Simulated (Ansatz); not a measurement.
**F2H5NSi (built from SMILES F[SiH2]F.N): search for a transition state**

Aim: find the saddle point of a four-centre ligand exchange that is to form Si1–N7, H2–H6 and break Si1–H2, H6–N7, prove it by its vibrations, and relax downhill on both sides to see what it joins.

Program: Ansatz 0.2.0, Gaussian basis. Level of theory: PBE0-D4, def2-SVP first, then def2-TZVP. These are calculated values, not measurements.

152 further runs of the same task are left out: 152 set aside as unsound or not needed.

## Step 1: The starting structure

The guess: 9 atoms, charge 0, spin multiplicity 1.

Atoms are counted from 1 here; the program's logs count them from 0.

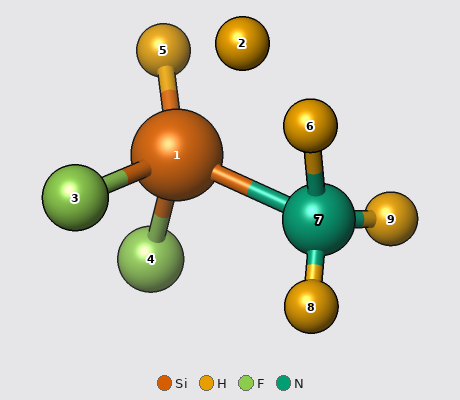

The starting geometry (silicon orange, hydrogen amber, fluorine green, nitrogen teal); atoms are numbered from 1 in the order of the file.

As a file:

```
Si   -0.00880    0.47250    0.66020
H    -1.75400   -0.25080   -0.05190
F    -0.38550    1.86340   -0.02030
F     1.53390    0.83630    1.02330
H    -0.42580    0.09860    1.97960
H    -0.95420   -0.68260   -0.78430
N     0.33100   -0.63140   -0.76270
H     0.86820   -0.20410   -1.51340
H     0.79520   -1.50180   -0.53050
```

Distances that are to change: Si1–N7 1.83 Å, H2–H6 1.17 Å, Si1–H2 2.02 Å, H6–N7 1.29 Å.

## Step 2: Relaxing the guess with the reacting distances held

hold/in.yaml

```yaml
crystal:
  periodic: [false, false, false]
  atoms:
    - {symbol: Si, position_ang: [-0.008800, 0.472500, 0.660200]}
    - {symbol: H, position_ang: [-1.754000, -0.250800, -0.051900]}
    - {symbol: F, position_ang: [-0.385500, 1.863400, -0.020300]}
    - {symbol: F, position_ang: [1.533900, 0.836300, 1.023300]}
    - {symbol: H, position_ang: [-0.425800, 0.098600, 1.979600]}
    - {symbol: H, position_ang: [-0.954200, -0.682600, -0.784300]}
    - {symbol: N, position_ang: [0.331000, -0.631400, -0.762700]}
    - {symbol: H, position_ang: [0.868200, -0.204100, -1.513400]}
    - {symbol: H, position_ang: [0.795200, -1.501800, -0.530500]}
basis:
  gaussian: {orbitals: def2-SVP}
hamiltonian: {xc: pbe0, dispersion: d4}
relax: {f_tol: 0.04, max_steps: 150, escape_saddle: false, constraints: [{distance: [0, 6]}, {distance: [1, 5]}, {distance: [0, 1]}, {distance: [5, 6]}]}
```

Command:

```
$ ansatz run in.yaml --threads 4 --pin off --events-out ev --progress --plain --max-ram 9574MiB
```

What it wrote:

```text
Functional definition: PBE0
  name "PBE0"
  cite "Adamo & Barone, J. Chem. Phys. 110, 6158 (1999) doi:10.1063/1.478522"
  cite "Perdew, Burke & Ernzerhof, Phys. Rev. Lett. 77, 3865 (1996) doi:10.1103/PhysRevLett.77.3865"
  parent pbe
  parameter a = 0.25
  parameter kappa = 0.804
  parameter beta = 0.06672455060314922
  exchange = (1 - a)*pbe_x(kappa = kappa, mu = beta*pi^2/3) + a*exact_x
  correlation = pbe_c(beta = beta)
879 factors; integrals over basis functions are off by at most 3.9e-4 eV
mean field evaluation 1: about -14860.7220 eV, gradient 5.5e1 eV
mean field evaluation 2: about -14856.3245 eV, gradient 7.3e1 eV
mean field evaluation 4: about -14865.8230 eV, gradient 1.1e0 eV
mean field evaluation 8: about -14865.8326 eV, gradient 1.1e-2 eV
mean field -14865.83255142 eV, -546.3092698413 hartree, gradient 3.1e-5 eV, S^2 0.000000; 0 other end points of the search recorded, 0 dependent functions left out
the calculation of the forces begins
reference -14865.83257402 eV, -546.3092706721 hartree; 22, 22 occupied and 63, 63 virtual orbitals, 879 factors
relax step   1: F+E_penalty+E_count = -14865.96169404 eV  Δ(F+E_penalty+E_count) = +0.000e0 eV  max|allowed force component| = 8.892e-1 eV/Å  Δτ_max = 0.0000 Å  (23 SCF iters, accepted)
  distance Si 0 - N 6 held at 1.832677 Å   reaction = +1.8825e-1 eV/Å
  distance H 1 - H 5 held at 1.167279 Å   reaction = +6.8864e-1 eV/Å
  distance Si 0 - H 1 held at 2.018904 Å   reaction = +2.6034e-1 eV/Å
  distance H 5 - N 6 held at 1.286401 Å   reaction = +4.8687e-1 eV/Å
these checks for a lower state are left out or cut short: starts, cluster_reference, orbital_swaps, neighbouring_geometries, increment
879 factors; integrals over basis functions are off by at most 3.7e-4 eV
mean field evaluation 16: about -14865.9159 eV, gradient 9.5e-2 eV
mean field -14865.92526854 eV, -546.3126771329 hartree, gradient 1.3e-5 eV, S^2 0.000000; 0 other end points of the search recorded, 0 dependent functions left out
the calculation of the forces begins
reference -14865.92529141 eV, -546.3126779733 hartree; 22, 22 occupied and 63, 63 virtual orbitals, 879 factors
relax step   2: F+E_penalty+E_count = -14866.05063636 eV  Δ(F+E_penalty+E_count) = -8.894e-2 eV  max|allowed force component| = 4.522e-1 eV/Å  Δτ_max = 0.1765 Å  (27 SCF iters, accepted)
  distance Si 0 - N 6 held at 1.832677 Å   reaction = -3.2580e-2 eV/Å
  distance H 1 - H 5 held at 1.167279 Å   reaction = +1.0144e0 eV/Å
  distance Si 0 - H 1 held at 2.018904 Å   reaction = +1.4647e-1 eV/Å
  distance H 5 - N 6 held at 1.286401 Å   reaction = -3.2677e-1 eV/Å
these checks for a lower state are left out or cut short: starts, cluster_reference, orbital_swaps, neighbouring_geometries, increment
879 factors; integrals over basis functions are off by at most 3.8e-4 eV
mean field -14865.95995629 eV, -546.3139518839 hartree, gradient 8.6e-5 eV, S^2 0.000000; 0 other end points of the search recorded, 0 dependent functions left out
the calculation of the forces begins
reference -14865.95997913 eV, -546.3139527233 hartree; 22, 22 occupied and 63, 63 virtual orbitals, 879 factors
relax step   3: F+E_penalty+E_count = -14866.08552703 eV  Δ(F+E_penalty+E_count) = -3.489e-2 eV  max|allowed force component| = 3.140e-1 eV/Å  Δτ_max = 0.1592 Å  (25 SCF iters, accepted)
  distance Si 0 - N 6 held at 1.832677 Å   reaction = -5.9475e-2 eV/Å
  distance H 1 - H 5 held at 1.167279 Å   reaction = +9.7645e-1 eV/Å
  distance Si 0 - H 1 held at 2.018904 Å   reaction = +2.1331e-1 eV/Å
  distance H 5 - N 6 held at 1.286401 Å   reaction = -3.2288e-1 eV/Å
these checks for a lower state are left out or cut short: starts, cluster_reference, orbital_swaps, neighbouring_geometries, increment
879 factors; integrals over basis functions are off by at most 3.7e-4 eV
mean field evaluation 32: about -14865.9519 eV, gradient 7.2e-6 eV
mean field -14865.95193573 eV, -546.3136571338 hartree, gradient 7.2e-6 eV, S^2 0.000000; 0 other end points of the search recorded, 0 dependent functions left out
the calculation of the forces begins
reference -14865.95195850 eV, -546.3136579707 hartree; 22, 22 occupied and 63, 63 virtual orbitals, 879 factors
relax step   4: F+E_penalty+E_count = -14866.07781412 eV  Δ(F+E_penalty+E_count) = +7.713e-3 eV  max|allowed force component| = 5.565e-1 eV/Å  Δτ_max = 0.0830 Å  (26 SCF iters, rejected (line search))
  distance Si 0 - N 6 held at 1.832677 Å   reaction = +2.1326e-1 eV/Å
  distance H 1 - H 5 held at 1.167279 Å   reaction = +9.8073e-1 eV/Å
  distance Si 0 - H 1 held at 2.018904 Å   reaction = +3.0954e-1 eV/Å
  distance H 5 - N 6 held at 1.286401 Å   reaction = -1.2402e-1 eV/Å
these checks for a lower state are left out or cut short: starts, cluster_reference, orbital_swaps, neighbouring_geometries, increment
879 factors; integrals over basis functions are off by at most 3.8e-4 eV
mean field -14865.98400478 eV, -546.3148356496 hartree, gradient 7.0e-6 eV, S^2 0.000000; 0 other end points of the search recorded, 0 dependent functions left out
the calculation of the forces begins
reference -14865.98402748 eV, -546.3148364840 hartree; 22, 22 occupied and 63, 63 virtual orbitals, 879 factors
relax step   5: F+E_penalty+E_count = -14866.11015188 eV  Δ(F+E_penalty+E_count) = -2.462e-2 eV  max|allowed force component| = 9.926e-2 eV/Å  Δτ_max = 0.0382 Å  (28 SCF iters, accepted)
  distance Si 0 - N 6 held at 1.832677 Å   reaction = -3.0398e-2 eV/Å
  distance H 1 - H 5 held at 1.167279 Å   reaction = +9.5616e-1 eV/Å
  distance Si 0 - H 1 held at 2.018904 Å   reaction = +2.4574e-1 eV/Å
  distance H 5 - N 6 held at 1.286401 Å   reaction = -1.0330e-1 eV/Å
these checks for a lower state are left out or cut short: starts, cluster_reference, orbital_swaps, neighbouring_geometries, increment
879 factors; integrals over basis functions are off by at most 3.6e-4 eV
mean field -14865.99560716 eV, -546.3152620294 hartree, gradient 1.5e-5 eV, S^2 0.000000; 0 other end points of the search recorded, 0 dependent functions left out
the calculation of the forces begins
reference -14865.99562982 eV, -546.3152628621 hartree; 22, 22 occupied and 63, 63 virtual orbitals, 879 factors
relax step   6: F+E_penalty+E_count = -14866.12172273 eV  Δ(F+E_penalty+E_count) = -1.157e-2 eV  max|allowed force component| = 2.898e-1 eV/Å  Δτ_max = 0.1000 Å  (25 SCF iters, accepted)
  distance Si 0 - N 6 held at 1.832677 Å   reaction = +5.2024e-2 eV/Å
  distance H 1 - H 5 held at 1.167279 Å   reaction = +9.7292e-1 eV/Å
  distance Si 0 - H 1 held at 2.018904 Å   reaction = +2.7138e-1 eV/Å
  distance H 5 - N 6 held at 1.286401 Å   reaction = -9.8957e-2 eV/Å
these checks for a lower state are left out or cut short: starts, cluster_reference, orbital_swaps, neighbouring_geometries, increment
879 factors; integrals over basis functions are off by at most 3.7e-4 eV
mean field -14865.99957815 eV, -546.3154079605 hartree, gradient 5.1e-6 eV, S^2 0.000000; 0 other end points of the search recorded, 0 dependent functions left out
the calculation of the forces begins
reference -14865.99960087 eV, -546.3154087954 hartree; 22, 22 occupied and 63, 63 virtual orbitals, 879 factors
relax step   7: F+E_penalty+E_count = -14866.12547293 eV  Δ(F+E_penalty+E_count) = -3.750e-3 eV  max|allowed force component| = 6.031e-1 eV/Å  Δτ_max = 0.1388 Å  (27 SCF iters, accepted)
  distance Si 0 - N 6 held at 1.832677 Å   reaction = -3.0797e-2 eV/Å
  distance H 1 - H 5 held at 1.167279 Å   reaction = +9.3736e-1 eV/Å
  distance Si 0 - H 1 held at 2.018904 Å   reaction = +3.5569e-1 eV/Å
  distance H 5 - N 6 held at 1.286401 Å   reaction = -3.2458e-1 eV/Å
these checks for a lower state are left out or cut short: starts, cluster_reference, orbital_swaps, neighbouring_geometries, increment
879 factors; integrals over basis functions are off by at most 3.7e-4 eV
mean field -14866.00879866 eV, -546.3157468081 hartree, gradient 7.4e-6 eV, S^2 0.000000; 0 other end points of the search recorded, 0 dependent functions left out
the calculation of the forces begins
reference -14866.00882132 eV, -546.3157476407 hartree; 22, 22 occupied and 63, 63 virtual orbitals, 879 factors
relax step   8: F+E_penalty+E_count = -14866.13478447 eV  Δ(F+E_penalty+E_count) = -9.312e-3 eV  max|allowed force component| = 1.773e-1 eV/Å  Δτ_max = 0.0350 Å  (27 SCF iters, accepted)
  distance Si 0 - N 6 held at 1.832677 Å   reaction = +3.8768e-2 eV/Å
  distance H 1 - H 5 held at 1.167279 Å   reaction = +9.8548e-1 eV/Å
  distance Si 0 - H 1 held at 2.018904 Å   reaction = +3.1419e-1 eV/Å
  distance H 5 - N 6 held at 1.286401 Å   reaction = -1.5405e-1 eV/Å
these checks for a lower state are left out or cut short: starts, cluster_reference, orbital_swaps, neighbouring_geometries, increment
879 factors; integrals over basis functions are off by at most 3.7e-4 eV
mean field evaluation 64: about -14866.0159 eV, gradient 8.2e-2 eV
mean field -14866.01591091 eV, -546.3160081784 hartree, gradient 7.8e-6 eV, S^2 0.000000; 0 other end points of the search recorded, 0 dependent functions left out
the calculation of the forces begins
reference -14866.01593365 eV, -546.3160090141 hartree; 22, 22 occupied and 63, 63 virtual orbitals, 879 factors
relax step   9: F+E_penalty+E_count = -14866.14213964 eV  Δ(F+E_penalty+E_count) = -7.355e-3 eV  max|allowed force component| = 9.211e-2 eV/Å  Δτ_max = 0.0804 Å  (26 SCF iters, accepted)
  distance Si 0 - N 6 held at 1.832677 Å   reaction = +1.4295e-1 eV/Å
  distance H 1 - H 5 held at 1.167279 Å   reaction = +1.0131e0 eV/Å
  distance Si 0 - H 1 held at 2.018904 Å   reaction = +2.7768e-1 eV/Å
  distance H 5 - N 6 held at 1.286401 Å   reaction = -3.4803e-2 eV/Å
these checks for a lower state are left out or cut short: starts, cluster_reference, orbital_swaps, neighbouring_geometries, increment
879 factors; integrals over basis functions are off by at most 3.6e-4 eV
mean field -14866.00315454 eV, -546.3155393905 hartree, gradient 1.6e-5 eV, S^2 0.000000; 0 other end points of the search recorded, 0 dependent functions left out
the calculation of the forces begins
reference -14866.00317742 eV, -546.3155402315 hartree; 22, 22 occupied and 63, 63 virtual orbitals, 879 factors
relax step  10: F+E_penalty+E_count = -14866.12904889 eV  Δ(F+E_penalty+E_count) = +1.309e-2 eV  max|allowed force component| = 2.793e-1 eV/Å  Δτ_max = 0.1103 Å  (26 SCF iters, rejected (line search))
  distance Si 0 - N 6 held at 1.832677 Å   reaction = +4.6533e-3 eV/Å
  distance H 1 - H 5 held at 1.167279 Å   reaction = +1.2121e0 eV/Å
  distance Si 0 - H 1 held at 2.018904 Å   reaction = +2.1246e-1 eV/Å
  distance H 5 - N 6 held at 1.286401 Å   reaction = -1.9195e-1 eV/Å
these checks for a lower state are left out or cut short: starts, cluster_reference, orbital_swaps, neighbouring_geometries, increment
879 factors; integrals over basis functions are off by at most 3.7e-4 eV
mean field -14866.01948158 eV, -546.3161393983 hartree, gradient 6.9e-6 eV, S^2 0.000000; 0 other end points of the search recorded, 0 dependent functions left out
the calculation of the forces begins
reference -14866.01950441 eV, -546.3161402370 hartree; 22, 22 occupied and 63, 63 virtual orbitals, 879 factors
relax step  11: F+E_penalty+E_count = -14866.14598309 eV  Δ(F+E_penalty+E_count) = -3.843e-3 eV  max|allowed force component| = 8.368e-2 eV/Å  Δτ_max = 0.0550 Å  (27 SCF iters, accepted)
  distance Si 0 - N 6 held at 1.832677 Å   reaction = +1.5320e-1 eV/Å
  distance H 1 - H 5 held at 1.167279 Å   reaction = +1.0300e0 eV/Å
  distance Si 0 - H 1 held at 2.018904 Å   reaction = +2.7798e-1 eV/Å
  distance H 5 - N 6 held at 1.286401 Å   reaction = -5.4069e-2 eV/Å
these checks for a lower state are left out or cut short: starts, cluster_reference, orbital_swaps, neighbouring_geometries, increment
879 factors; integrals over basis functions are off by at most 3.6e-4 eV
mean field -14866.01776411 eV, -546.3160762823 hartree, gradient 7.8e-6 eV, S^2 0.000000; 0 other end points of the search recorded, 0 dependent functions left out
the calculation of the forces begins
reference -14866.01778711 eV, -546.3160771274 hartree; 22, 22 occupied and 63, 63 virtual orbitals, 879 factors
relax step  12: F+E_penalty+E_count = -14866.14403001 eV  Δ(F+E_penalty+E_count) = +1.953e-3 eV  max|allowed force component| = 2.285e-1 eV/Å  Δτ_max = 0.0950 Å  (26 SCF iters, rejected (line search))
  distance Si 0 - N 6 held at 1.832677 Å   reaction = +7.6513e-2 eV/Å
  distance H 1 - H 5 held at 1.167279 Å   reaction = +1.0665e0 eV/Å
  distance Si 0 - H 1 held at 2.018904 Å   reaction = +2.5017e-1 eV/Å
  distance H 5 - N 6 held at 1.286401 Å   reaction = -2.5545e-1 eV/Å
these checks for a lower state are left out or cut short: starts, cluster_reference, orbital_swaps, neighbouring_geometries, increment
879 factors; integrals over basis functions are off by at most 3.7e-4 eV
mean field evaluation 96: about -14866.0221 eV, gradient 7.1e-6 eV
mean field -14866.02214932 eV, -546.3162374356 hartree, gradient 7.1e-6 eV, S^2 0.000000; 0 other end points of the search recorded, 0 dependent functions left out
the calculation of the forces begins
reference -14866.02217220 eV, -546.3162382765 hartree; 22, 22 occupied and 63, 63 virtual orbitals, 879 factors
relax step  13: F+E_penalty+E_count = -14866.14837675 eV  Δ(F+E_penalty+E_count) = -2.394e-3 eV  max|allowed force component| = 6.536e-2 eV/Å  Δτ_max = 0.0459 Å  (27 SCF iters, accepted)
  distance Si 0 - N 6 held at 1.832677 Å   reaction = +1.3466e-1 eV/Å
  distance H 1 - H 5 held at 1.167279 Å   reaction = +1.0632e0 eV/Å
  distance Si 0 - H 1 held at 2.018904 Å   reaction = +2.6412e-1 eV/Å
  distance H 5 - N 6 held at 1.286401 Å   reaction = -1.4900e-1 eV/Å
these checks for a lower state are left out or cut short: starts, cluster_reference, orbital_swaps, neighbouring_geometries, increment
879 factors; integrals over basis functions are off by at most 3.7e-4 eV
mean field -14866.02258237 eV, -546.3162533502 hartree, gradient 1.2e-5 eV, S^2 0.000000; 0 other end points of the search recorded, 0 dependent functions left out
the calculation of the forces begins
reference -14866.02260527 eV, -546.3162541917 hartree; 22, 22 occupied and 63, 63 virtual orbitals, 879 factors
relax step  14: F+E_penalty+E_count = -14866.14874275 eV  Δ(F+E_penalty+E_count) = -3.660e-4 eV  max|allowed force component| = 1.954e-2 eV/Å  Δτ_max = 0.0107 Å  (22 SCF iters, accepted)
  distance Si 0 - N 6 held at 1.832677 Å   reaction = +1.3652e-1 eV/Å
  distance H 1 - H 5 held at 1.167279 Å   reaction = +1.0758e0 eV/Å
  distance Si 0 - H 1 held at 2.018904 Å   reaction = +2.6101e-1 eV/Å
  distance H 5 - N 6 held at 1.286401 Å   reaction = -1.3274e-1 eV/Å
879 factors; integrals over basis functions are off by at most 3.7e-4 eV
mean field -14866.02258237 eV, -546.3162533502 hartree, gradient 1.2e-5 eV, S^2 0.000000; 1 other end points of the search recorded, 0 dependent functions left out
the calculation of the forces begins
reference -14866.02260527 eV, -546.3162541917 hartree; 22, 22 occupied and 63, 63 virtual orbitals, 879 factors
Total energy: -14866.14876565 eV, -546.3208905001 hartree
Atom 0 at     0.028732     0.506317     0.611619 Å, force    -0.201016    -0.165375    -0.190859 eV/Å
Atom 1 at    -1.753519    -0.072065    -0.140065 Å, force     1.016245    -0.559878    -0.288185 eV/Å
Atom 2 at    -0.336899     1.950146    -0.007069 Å, force     0.006801     0.002138     0.002804 eV/Å
Atom 3 at     1.556270     0.789766     1.119272 Å, force    -0.005643    -0.000469    -0.010011 eV/Å
Atom 4 at    -0.586699    -0.005157     1.846134 Å, force    -0.002532    -0.000518    -0.008969 eV/Å
Atom 5 at    -0.906079    -0.751098    -0.568202 Å, force    -0.911469     0.628332     0.388738 eV/Å
Atom 6 at     0.373186    -0.725342    -0.701039 Å, force     0.111004     0.090803     0.092877 eV/Å
Atom 7 at     0.507348    -0.281687    -1.611417 Å, force    -0.013241     0.006798     0.001729 eV/Å
Atom 8 at     1.117659    -1.410779    -0.549233 Å, force    -0.000148    -0.001831     0.011876 eV/Å
Dipole moment:     0.286425    -0.590961    -0.351599 e Å
```

Run time: 7.5 s. Hardware: 4 threads of AMD EPYC 9R45, shared host.

Relaxation path: (the energy doesn't fall at every step)

| step | energy from step 1 (eV) | largest force component (eV/Å) |
| --- | --- | --- |
| 1 | 0.0000 | 0.8892 |
| 2 | -0.0889 | 0.4522 |
| 3 | -0.1238 | 0.3140 |
| 4 | -0.1161 | 0.5565 |
| 5 | -0.1485 | 0.0993 |
| 6 | -0.1600 | 0.2898 |
| 7 | -0.1638 | 0.6031 |
| 8 | -0.1731 | 0.1773 |
| 9 | -0.1804 | 0.0921 |
| 10 | -0.1674 | 0.2793 |
| 11 | -0.1843 | 0.0837 |
| 12 | -0.1823 | 0.2285 |
| 13 | -0.1867 | 0.0654 |
| 14 | -0.1870 | 0.0195 |

Close pairs (by a distance rule), those that changed most:

| bond | before (Å) | after (Å) | change (Å) |
| --- | --- | --- | --- |
| Si1–H5 | 1.433 | 1.471 | +0.038 |
| Si1–F3 | 1.594 | 1.613 | +0.019 |
| N7–H9 | 1.013 | 1.023 | +0.010 |
| Si1–F4 | 1.626 | 1.634 | +0.008 |
| N7–H8 | 1.017 | 1.022 | +0.004 |
| Si1–N7 | 1.833 | 1.833 | +0.000 |
| H6–N7 | 1.286 | 1.286 | +0.000 |

## Step 3: Force constants to start from

hessian/in.yaml

```yaml
crystal:
  periodic: [false, false, false]
  atoms:
    - {symbol: Si, position_ang: [0.028732, 0.506317, 0.611619]}
    - {symbol: H, position_ang: [-1.753519, -0.072065, -0.140065]}
    - {symbol: F, position_ang: [-0.336899, 1.950146, -0.007069]}
    - {symbol: F, position_ang: [1.556270, 0.789766, 1.119272]}
    - {symbol: H, position_ang: [-0.586699, -0.005157, 1.846134]}
    - {symbol: H, position_ang: [-0.906079, -0.751098, -0.568202]}
    - {symbol: N, position_ang: [0.373186, -0.725342, -0.701039]}
    - {symbol: H, position_ang: [0.507348, -0.281687, -1.611417]}
    - {symbol: H, position_ang: [1.117659, -1.410779, -0.549233]}
basis:
  gaussian: {orbitals: def2-SVP}
hamiltonian: {xc: pbe0, dispersion: d4}
phonons: {}
scf: {lower_state_search: off}
```

Command:

```
$ ansatz run in.yaml --threads 4 --pin off --events-out ev --progress --plain --max-ram 9574MiB
```

What it wrote, shortened:

```text
[... 5 set-up lines as earlier in the session ...]
[...]
881 factors; integrals over basis functions are off by at most 3.4e-4 eV
[...]
mean field -14866.02259296 eV, -546.3162537393 hartree, gradient 5.8e-6 eV, S^2 0.000000; 0 other end points of the search recorded, 0 dependent functions left out
[...]
reference -14866.02261613 eV, -546.3162545908 hartree; 22, 22 occupied and 63, 63 virtual orbitals, 881 factors
[... from here to the last solve, the lines of the solves are left out (53 solves) ...]
881 factors; integrals over basis functions are off by at most 3.4e-4 eV
mean field -14866.02254747 eV, -546.3162520674 hartree, gradient 9.8e-7 eV, S^2 0.000000; 0 other end points of the search recorded, 0 dependent functions left out
[...]
WARN: phonons: modes at or below zero, which the zero-point energy, F, S and C_V leave out: 1, the lowest at -1530.03 cm⁻¹. A minimum has none, and a first-order saddle one
[...]
Atom 2 at    -0.336899     1.950146    -0.007069 Å, force     0.006756     0.002209     0.002654 eV/Å
Atom 3 at     1.556270     0.789766     1.119272 Å, force    -0.005713    -0.000560    -0.010005 eV/Å
Atom 4 at    -0.586699    -0.005157     1.846134 Å, force    -0.002570    -0.000506    -0.008980 eV/Å
Atom 5 at    -0.906079    -0.751098    -0.568202 Å, force    -0.911621     0.628304     0.388682 eV/Å
Atom 6 at     0.373186    -0.725342    -0.701039 Å, force     0.110943     0.090746     0.092730 eV/Å
Atom 7 at     0.507348    -0.281687    -1.611417 Å, force    -0.013144     0.006940     0.001791 eV/Å
Atom 8 at     1.117659    -1.410779    -0.549233 Å, force    -0.000167    -0.001854     0.011919 eV/Å
Dipole moment:     0.286432    -0.590960    -0.351600 e Å
Vibrations: -1530.03 197.81 261.31 325.61 388.16 569.73 624.35 665.21 763.27 798.35 855.75 893.82 990.48 1029.53 1388.50 1478.95 1589.96 1815.77 2341.64 3497.88 3608.39 cm⁻¹, zero-point energy 1.493048 eV
Checks for a lower state left out: stability, starts, cluster_reference, orbital_swaps, neighbouring_geometries, increment
```

Run time: 16 s. Hardware: 4 threads of AMD EPYC 9R45, shared host.

The structure is not stationary yet, so these wavenumbers are no spectrum; the search needs only the force constants.

(Part 1 of 2 ends here.)
